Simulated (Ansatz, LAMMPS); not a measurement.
## Glassy Na2MgSi3O8 (112 atoms): a short ab initio trajectory

How do the atoms of glassy Na2MgSi3O8 (112 atoms) move, and what local order do they keep?

Main program and level: Ansatz 0.2.0; Kohn-Sham DFT, LDA, PAW (set soft_2), plane waves.

**Experiments to compare with.** The average number of oxygens around magnesium in melt-quenched Na2MgSi3O8 glass was derived from the proportions of four- and six-coordinated Mg seen by ultrahigh-field 25Mg NMR at room temperature (“Evidence for Mixed Mg Coordination Environments in Silicate Glasses: Results from 25Mg NMR Spectroscopy at 35.2 T”, 2023, PMC10726351): number of O about Mg 4.5.

### 1. The starting structure

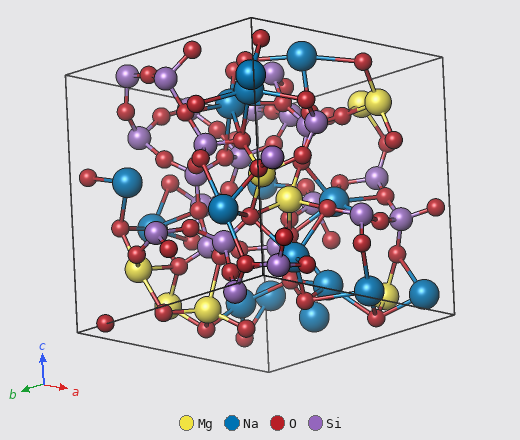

The starting structure, seen from a free direction (magnesium yellow, sodium blue, oxygen red, silicon purple). Bonds to atoms that aren't drawn are left out. Some periodic images of atoms are drawn too.

The cell holds 112 atoms: 8 Mg, 16 Na, 64 O and 24 Si. Cell: a = 11.311 Å, b = 11.311 Å, c = 11.311 Å, α = 90.0°, β = 90.0°, γ = 90.0°. 112 atoms (8 Mg, 16 Na, 64 O, 24 Si) placed at random at 2.58 g/cm³, melted at 4500 K for 20 ps at fixed volume with the Morse and Coulomb pair potential with partial charges (Pedone, Malavasi, Menziani, Cormack and Segre, J. Phys. Chem. B 110, 11780 (2006)). Quenched from 4500 K to 300 K at 10 K/ps and fixed volume, held 20 ps at zero pressure.

What the set-up can't give: The quench rate of 10 K/ps far exceeds what a furnace or splat quench reaches, so expect more defects and frozen-in strain than in a real sample. The starting topology of bonds comes from the classical model. Sampling is at Γ alone, for a cell whose shortest periodic width is 11 Å.

### 2. Single point at the start

The forces at the start show how far the geometry lies from a minimum of this functional.

input.yaml reads:

```yaml
crystal:
  lattice:
    - [11.31113, 0.0, 0.0]
    - [0.0, 11.31113, 0.0]
    - [0.0, 0.0, 11.31113]
  atoms:
    - { symbol: Mg, position: [0.40398, 0.70881, 0.08662] }
    - { symbol: Mg, position: [0.99028, 0.35276, 0.14891] }
    - { symbol: Mg, position: [0.52351, 0.36945, 0.45757] }
    - { symbol: Mg, position: [0.87338, 0.31532, 0.86877] }
    [... 102 atom lines left out ...]
    - { symbol: Si, position: [0.91172, 0.17158, 0.39606] }
    - { symbol: Si, position: [0.20838, 0.12464, 0.09933] }
    - { symbol: Si, position: [0.11426, 0.03637, 0.4836] }
    - { symbol: Si, position: [0.31207, 0.51343, 0.29153] }
    - { symbol: Si, position: [0.80012, 0.6199, 0.88331] }
    - { symbol: Si, position: [0.59672, 0.32557, 0.74546] }
kpoints:
  mp_grid: { grid: [1, 1, 1] }
hamiltonian:
  xc: lda
scf:
  occupations: { method: fixed }
output:
  forces: true
```

On the command line:

```
$ ansatz run input.yaml --threads 4 --pin off --max-ram 8192MiB --backend cpu --events-out ev --progress --plain --runs-dir out
```

Wall time 15 s (4 threads of Arm Neoverse V2, shared host); peak memory 1.8 GiB.

The run gave:

```
free energy            : -88940.3484 eV
free energy per atom   : -794.1103 eV/atom
SCF cycles             : 10
r.m.s. force component : 1.306 eV/Å
longest force          : 5.721 eV/Å
Fermi energy           : 4.196 eV
```

The r.m.s. force component of 1.3 eV/Å sets the starting point.

Neighbours are counted within 2.12 Å (O-Si), 2.93 Å (O-Na), 2.48 Å (O-Mg).

Length of the force by element and coordination:

```csv
element,coordination,atoms,mean length of the force (eV/Å),spread,least,most
Mg,all,8,1.10,0.494,0.383,2.13
Mg,3,1,0.949,0,0.949,0.949
Mg,4,6,1.17,0.548,0.383,2.13
Mg,5,1,0.791,0,0.791,0.791
Na,all,16,0.563,0.242,0.259,1.13
Na,4,4,0.516,0.151,0.336,0.692
Na,5,8,0.631,0.297,0.259,1.13
Na,6,3,0.480,0.146,0.334,0.68
Na,7,1,0.449,0,0.449,0.449
O,all,64,1.93,1.02,0.443,5.06
O,2,10,2.12,1.10,0.858,4.43
O,3,31,1.51,0.712,0.443,3.27
O,4,19,2.52,1.05,0.658,5.06
O,5,4,1.82,1.17,0.670,3.59
Si,all,24,2.93,1.37,0.951,5.72
```

### 3. Dynamics started at 300 K

A Nosé–Hoover thermostat steers the temperature while disturbing the dynamics little. The time step is 1.0 fs.

Changes to input.yaml since step 2:

```diff
@@ -15 +15,8 @@
   forces: true
+md:
+  timestep: 1.0
+  n_steps: 198
+  ensemble: nvt_nose_hoover
+  temperature: 300
+  initial_velocities: maxwell_boltzmann
+  seed: 3760
```

Elapsed: 31 min, on 4 threads; peak memory 1.9 GiB; 2 h of CPU time.

The program notes that it switched symmetry off.

Rows from the run:

```csv
time (fs),T (K),potential (meV/atom),conserved (meV/atom)
0.0,300,0.0,0.00
13.0,526,-29.5,-0.12
26.0,414,-16.6,-0.09
40.0,424,-20.2,-0.10
53.0,435,-24.3,-0.13
66.0,432,-26.3,-0.16
79.0,476,-34.2,-0.14
92.0,387,-24.9,-0.09
106.0,431,-32.8,-0.14
119.0,394,-30.1,-0.14
132.0,382,-30.6,-0.12
145.0,377,-32.1,-0.13
158.0,402,-37.4,-0.17
172.0,357,-33.8,-0.15
185.0,323,-31.3,-0.14
198.0,341,-35.3,-0.15
```

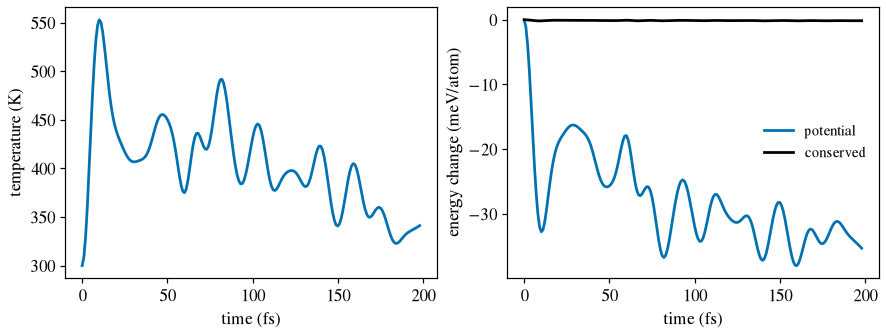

Temperature and energies against time.

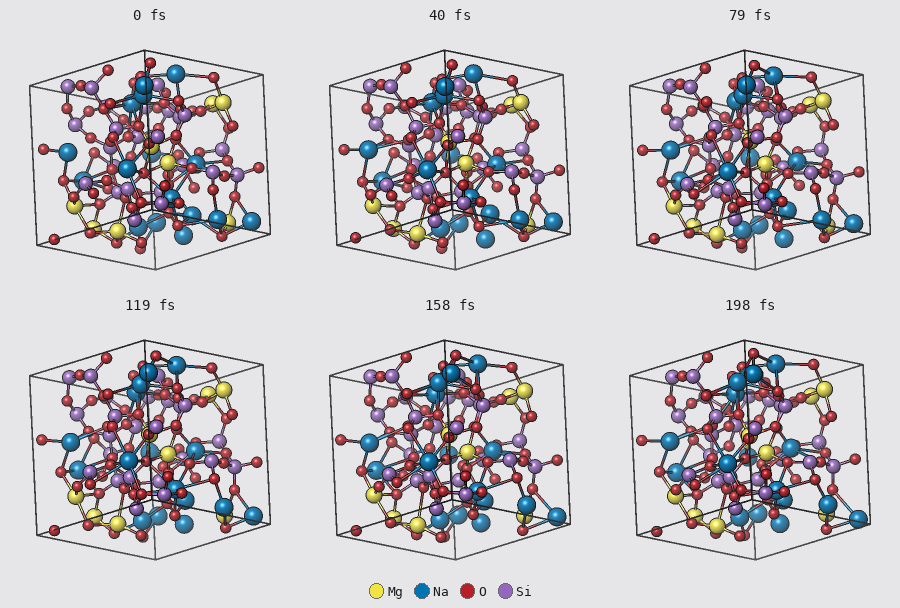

6 frames of the run. Bonds to atoms that aren't drawn are left out.

Mean square displacement from the first frame to the last: Mg 0.047 Å², Na 0.34 Å², O 0.090 Å², Si 0.062 Å².

The mean square displacement by time lag:

```csv
time lag (fs),Mg (Å²),Na (Å²),O (Å²),Si (Å²)
10,0.00356,0.00364,0.00572,0.00363
20,0.0124,0.0139,0.0166,0.00962
30,0.0231,0.0298,0.0264,0.0127
40,0.0325,0.0495,0.0356,0.0144
50,0.0394,0.0712,0.0436,0.0173
60,0.0438,0.0931,0.0489,0.0209
70,0.0469,0.114,0.0536,0.0249
80,0.0491,0.135,0.0597,0.0289
90,0.0503,0.154,0.0662,0.0322
```

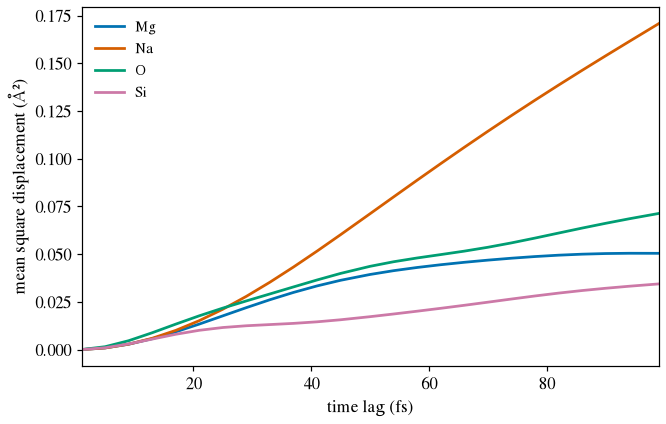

Mean square displacement against time lag.

Over the second half of 198 fs the temperature averages 376 K, falling from about 406 to 337 K (means over the first and last quarter of that half). The conserved energy stays within 0.18 meV/atom. From first frame to last Na has the largest mean square displacement, 0.34 Å² at the end; the farthest move is 0.98 Å. The mean temperature of 376 K lies well off the 300 K of the input, so the thermostat hasn't yet brought the run to equilibrium. The count of bonds goes from 195 in the first frame to 194 in the last, by one set of cutoffs: 13 pairs passed out of them and 12 came within. The run spans 0.20 ps, too short for its means to be equilibrium values.

### 4. Structure statistics late in the run

The g(r) is a mean over the second half; what follows it is taken at the last frame.

Bonds before and after, by the cutoffs listed below:

```csv
pair,bonds before,bonds after,mean before (Å),mean after (Å),spread before (Å),spread after (Å)
O-Si,96,96,1.615,1.639,0.053,0.053
O-Na,64,64,2.454,2.374,0.152,0.174
O-Mg,35,34,2.111,2.031,0.197,0.186
```

Density 2.59 g/cm³, 12.92 Å³ an atom.

Mean of 14 frames. g(r), total and by pair (bins of 0.2 Å):

```csv
r (Å),total,O-O,O-Si,O-Na,O-Mg,Si-Si,Si-Na
1.50,0.93,0.00,3.81,0.00,0.00,0.00,0.00
1.70,2.38,0.00,9.62,0.00,0.15,0.00,0.00
1.90,0.43,0.00,0.05,0.02,5.14,0.00,0.00
2.10,0.43,0.00,0.00,1.22,2.87,0.00,0.00
2.30,0.57,0.01,0.00,3.13,0.67,0.00,0.00
2.50,0.80,1.65,0.00,1.27,0.33,0.00,0.16
2.70,1.52,3.85,0.01,1.07,0.20,0.00,0.76
2.90,0.88,1.06,0.06,1.29,0.34,1.64,1.48
3.10,0.92,0.89,0.25,0.69,0.42,3.71,2.10
3.30,1.10,0.81,0.74,0.88,0.46,1.51,2.90
3.50,0.93,0.78,0.95,0.70,1.00,0.02,1.71
3.70,0.96,0.80,1.27,0.77,1.05,0.06,1.47
3.90,0.97,0.64,1.65,0.89,0.79,0.61,0.90
4.10,1.19,0.77,2.15,0.96,1.25,0.93,0.60
4.30,1.10,0.83,1.51,1.11,1.75,1.37,0.56
4.50,0.98,0.86,1.04,1.22,1.42,1.10,0.61
4.70,1.04,1.21,0.72,1.39,1.26,1.29,0.65
4.90,1.04,1.31,0.65,1.23,1.04,0.91,0.82
5.10,1.00,1.27,0.69,1.06,0.97,0.80,0.91
5.30,1.00,1.25,0.67,0.88,1.07,1.09,0.88
5.50,0.94,1.02,0.89,0.71,0.74,1.27,1.08
```

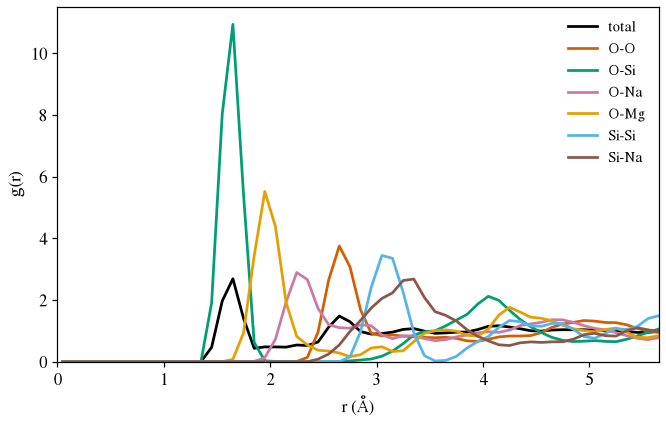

Pair distribution functions, lightly smoothed.

Bonds by pair of elements; cutoffs follow the first minimum of g(r), held within bounds set by covalent radii, and pairs that aren't listed don't count as bonded:

```csv
pair A-B,cutoff (Å),bonds,mean length (Å),spread (Å),shortest (Å),B about A,A about B
O-Si,2.16,96,1.64,0.053,1.55,1.5,4
O-Na,2.73,64,2.37,0.174,2.03,1,4
O-Mg,2.75,34,2.03,0.186,1.83,0.531,4.25
```

How many atoms have how many bonded neighbours:

```csv
element,mean,2,3,4,5,6
Mg,4.25,0,0,6,2,0
Na,4,0,4,9,2,1
O,3.03,17,30,15,2,0
Si,4,0,0,24,0,0
```

Bond angles, per cent of each kind in bins of 5°:

```csv
angle (°),O-Si-O,O-Na-O,Na-O-Si,O-Mg-O,Mg-O-Si
55–60,0.0,3.0,0.0,0.0,0.0
60–65,0.0,3.0,0.0,0.0,0.0
65–70,0.0,5.9,0.0,1.8,0.0
70–75,0.0,3.0,1.3,0.0,0.0
75–80,0.0,5.9,6.4,1.8,0.0
80–85,0.0,5.0,6.4,7.1,0.0
85–90,0.0,9.9,3.9,3.6,2.8
90–95,0.0,5.0,10.3,3.6,0.0
95–100,4.9,7.9,12.8,19.6,5.6
100–105,19.4,4.0,12.8,12.5,2.8
105–110,29.2,6.9,11.5,14.3,0.0
110–115,28.5,4.0,5.1,10.7,13.9
115–120,14.6,5.0,10.3,1.8,5.6
120–125,3.5,5.9,3.9,3.6,11.1
125–130,0.0,3.0,5.1,7.1,11.1
130–135,0.0,5.0,2.6,5.4,16.7
135–140,0.0,4.0,1.3,1.8,8.3
140–145,0.0,4.0,0.0,1.8,5.6
145–150,0.0,1.0,1.3,0.0,5.6
150–155,0.0,1.0,1.3,0.0,5.6
155–160,0.0,2.0,1.3,1.8,2.8
160–165,0.0,2.0,1.3,0.0,2.8
165–170,0.0,3.0,1.3,0.0,0.0
170–175,0.0,1.0,0.0,0.0,0.0
175–180,0.0,0.0,0.0,1.8,0.0
```

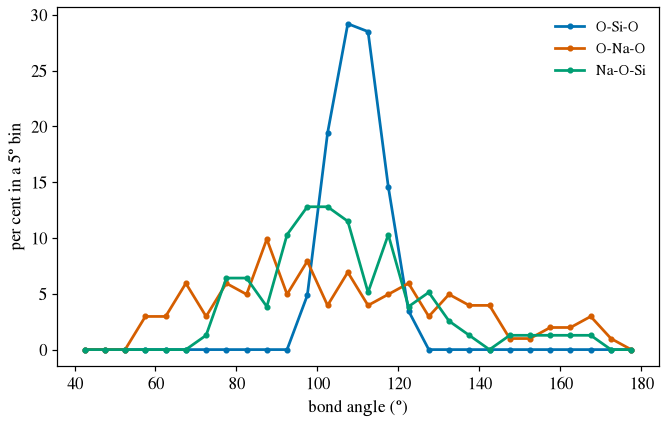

Distributions of the most common bond angles.

Bond angles (no mean is given where the spread exceeds 20°):

```csv
angle,count,mean (°),spread (°)
O-Si-O,144,109,5.7
O-Na-O,101,-,-
Na-O-Si,78,106,19.7
O-Mg-O,56,108,19.5
Mg-O-Si,36,128,17.4
```

Oxygen atoms by the number of network formers (Si, P, Ge, B, Al, As, Ga) bound to them:

```csv
network formers bound to O,O atoms,per cent
0,1,1.6
1,30,46.9
2,33,51.6
```

Network units: each former by its oxygen neighbours and how many of them bridge to another former:

```csv
former,O neighbours,bridging O,atoms
Si,4,1,2
Si,4,2,7
Si,4,3,10
Si,4,4,5
```

Bond length by coordination (bonds to H left out):

```csv
element,coordination,atoms,mean bond length (Å)
Mg,4,6,2.00
Mg,5,2,2.10
Na,3,4,2.31
Na,4,9,2.37
Na,5,2,2.46
Na,6,1,2.41
O,2,17,1.65
O,3,30,1.93
O,4,15,2.11
O,5,2,2.25
```

Rings of the network by King's shortest-path rule, up to 12 atoms, one path for each pair of neighbours; H, halogens, alkali and alkaline-earth atoms are left out, and the last column divides by all other atoms, bonded or not:

```csv
ring size (atoms),rings,per network atom
8,2,0.023
10,3,0.034
```

First main peaks of g(r), for some of the pairs, lie near 2.7 Å (O-O), 1.6 Å (O-Si), 2.3 Å (O-Na), 2.0 Å (O-Mg), 3.1 Å (Si-Si) and 3.2 Å (Si-Na). With the cutoffs above, 75 % of Mg atoms have 4, 56 % of Na atoms have 4, 47 % of O atoms have 3 and all Si atoms have 4 bonded neighbours. The O-Si-O angle averages 109° with a spread of 6°. 52 % of the oxygens bridge two formers (Si) and 47 % are non-bridging; 2 % join none. The commonest Si unit has 4 oxygens, 3 of them shared with other formers (10 of 24 atoms). Rings of 10 atoms are the most common (60 % of those counted); sizes run from 8 to 10.

(Continued in part 2 of 2.)

[Logs are printed without paths, hosts, clocks, repeated set-up lines and the standing remarks that a program may print on its own settings, such as how far it seeks lower states.]

[Hosts, paths, dates, database ids (printed as entryN), source tags and the programs' standing remarks are cut or masked in the printed files.]
